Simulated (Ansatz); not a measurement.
How far to go with the k-point mesh: AlAu (P4mm, 2 atoms in the cell)

```yaml
crystal:
  lattice:
    - [3.21427, 0.00000, 0.00000]
    - [0.00000, 3.21427, 0.00000]
    - [0.00000, 0.00000, 3.21427]
  atoms:
    - { symbol: Al, position: [0.00000, 0.00000, 0.01556] }
    - { symbol: Au, position: [0.50000, 0.50000, 0.50000] }
```

Computed with LDA (PW92), default PAW files made with PBE (plane waves; Ansatz, an electronic-structure program).

Base settings: basis.ecutwfc = 420 eV; kpoints.mp_grid.grid = 10 10 10; hamiltonian.xc = lda; hamiltonian.pseudopotentials = {kind: paw} (the program's default PAW files); scf.occupations.method = gaussian; scf.occupations.width = 0.1 eV.

The second cell is the first with its lattice scaled by 0.98.

Only quantities that move along the ladder and can be compared are tabulated.

The count of work is k-points × plane waves × bands × iterations; it is no time. Core times come from one kind of shared machine, to one figure; runs under 30 s give none.

The starting cell comes from a database of computed structures (which also holds hypothetical and non-ambient phases and stackings), without a prior relaxation at this level. Its lattice was rescaled by up to half a per cent. One atom was moved a little off its site on purpose. In the base run, with a pressure of about -7 GPa the cell is away from its equilibrium volume at this level. Ansatz's pressure includes its estimate of the finite-basis (Pulay) stress.

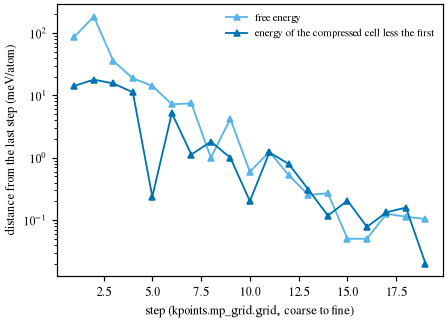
Figure. Distance from the last step along the ladder; very small values are drawn at a floor.

| kpoints.mp_grid.grid | free energy less the last step's (meV/atom) | energy of the compressed cell less the first (meV/atom) | pressure (GPa) | largest difference of a force vector from the last step's (eV/Å) | count of work / last | core time / last (rough) |
|---|---|---|---|---|---|---|
| 2 2 2 | -86.82 | -7.14 | -5.87 | 0.052 | 0.0023 | – |
| 3 3 3 | 184.92 | -3.45 | -4.46 | 0.033 | 0.0023 | – |
| 4 4 4 | 35.80 | -36.95 | -9.76 | 0.002 | 0.0081 | – |
| 5 5 5 | 18.83 | -10.14 | -5.38 | 0.005 | 0.0069 | – |
| 6 6 6 | -14.26 | -21.62 | -7.23 | 0.009 | 0.015 | – |
| 7 7 7 | -7.22 | -26.58 | -7.93 | 0.003 | 0.015 | – |
| 8 8 8 | 7.45 | -22.51 | -7.07 | 0.005 | 0.029 | – |
| 9 9 9 | 1.01 | -23.19 | -7.26 | 0.002 | 0.029 | – |
| 10 10 10 | 4.19 | -22.38 | -7.00 | 0.003 | 0.048 | – |
| 11 11 11 | 0.60 | -21.18 | -6.78 | 0.001 | 0.048 | – |
| 12 12 12 | -1.24 | -22.60 | -6.93 | 0.002 | 0.075 | – |
| 13 13 13 | 0.52 | -20.59 | -6.68 | 0.001 | 0.075 | – |
| 15 15 15 | -0.25 | -21.07 | -6.81 | 0.001 | 0.11 | – |
| 18 18 18 | -0.27 | -21.26 | -6.84 | 0.000 | 0.21 | – |
| 20 20 20 | 0.00 | -21.59 | -6.91 | 0.000 | 0.28 | 0.3 |
| 22 22 22 | 0.03 | -21.30 | -6.83 | 0.000 | 0.36 | 0.4 |
| 25 25 25 | 0.13 | -21.52 | -6.86 | 0.000 | 0.45 | 0.5 |
| 27 27 27 | 0.11 | -21.22 | -6.82 | 0.000 | 0.57 | 0.5 |
| 30 30 30 | 0.10 | -21.40 | -6.85 | 0.000 | 0.84 | 1.0 |
| 33 33 33 | 0.00 | -21.38 | -6.85 | 0.000 | 1.0 | 1 |

Coarsest kpoints.mp_grid.grid that holds the forces within 0.01 eV/Å of the last step, with all finer ones: 4 4 4, at 0.0081 of the last step's count of work; the step before is off by 0.033 eV/Å.

Coarsest kpoints.mp_grid.grid that holds the energy of the compressed cell less the first within 2 meV/atom of the last step, with all finer ones: 8 8 8, at 0.029 of the last step's count of work; the step before is off by 5.2 meV/atom.

Coarsest kpoints.mp_grid.grid that holds the free energy within 2 meV/atom of the last step, with all finer ones: 11 11 11, at 0.048 of the last step's count of work; the step before is off by 4.2 meV/atom.

Keys are those of Ansatz 0.2.
